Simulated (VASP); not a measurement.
Band structure of KMgH₃ (space group Pm-3m). Method: LDA (Ceperley-Alder, Perdew-Zunger), VASP's LDA PAW potentials (set 64) (plane waves; VASP 6.6.1).

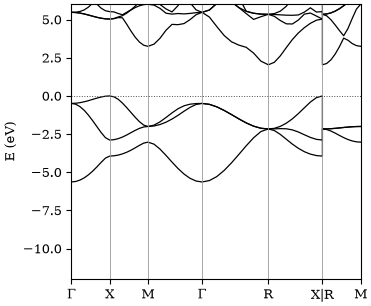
Figure: Bands along high-symmetry lines, zero at the valence-band maximum or, without a gap, the Fermi level

Read the plot: is there a gap, and where are the band edges?

The gap is indirect, 2.04 eV, from the valence maximum at X to the conduction minimum at R.

The structure comes from a measured KMgH3 entry of the Crystallography Open Database, whose conditions weren't checked. The cell was not relaxed at this level.
